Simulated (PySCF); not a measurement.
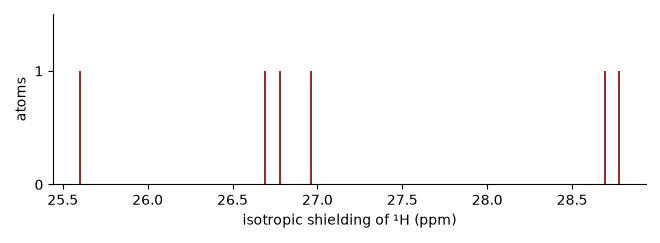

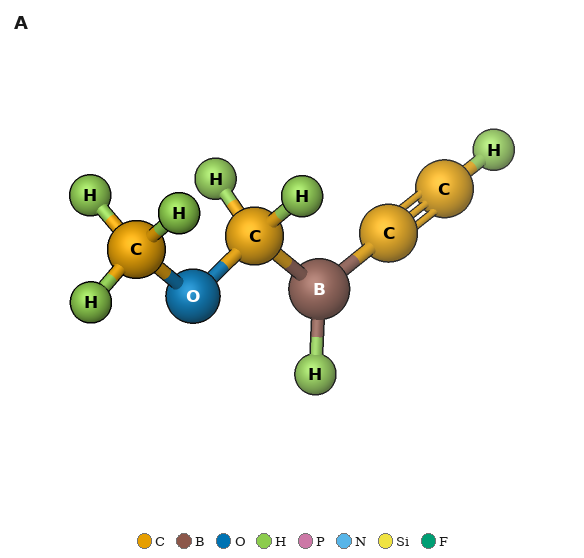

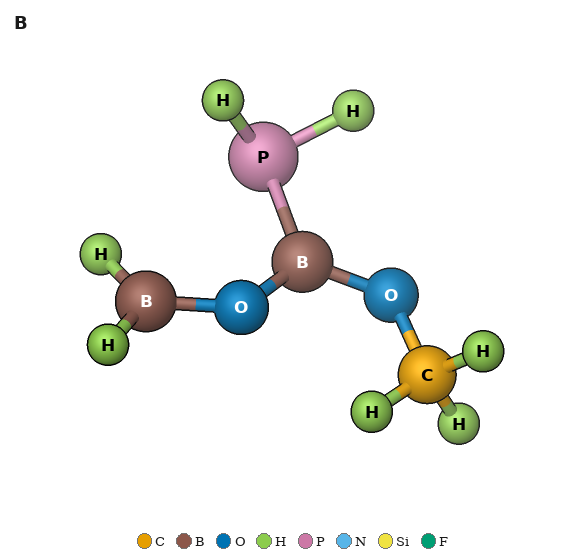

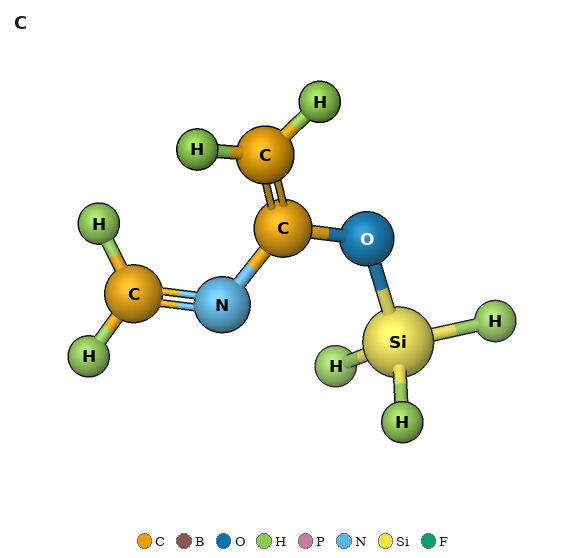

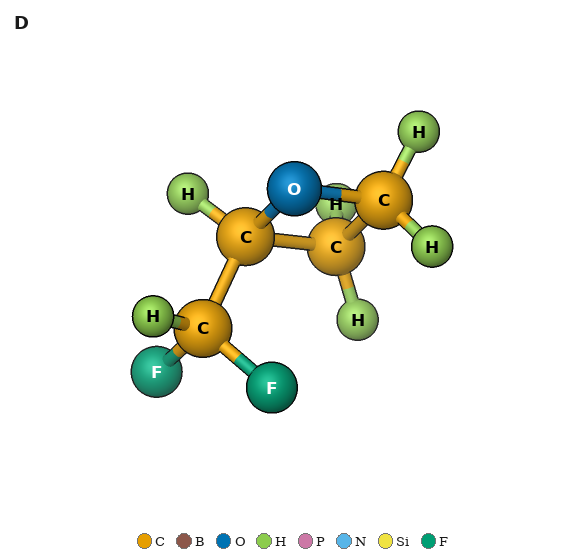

The sticks are computed shieldings of one of the molecules, for one fixed geometry (PBE0-D3(BJ)/def2-SVP) without averaging over rotations. Low shielding means a high chemical shift. Method: GIAO B97-2/pcSseg-1 NMR shielding, non-relativistic, gas phase (PySCF 2.14.0).

Which molecule gives this pattern?

D, `FC(F)[C@@H]1CCO1`. Its 6 H atoms give lines at 25.60, 26.69, 26.78, 26.96, 28.69, 28.77 ppm.
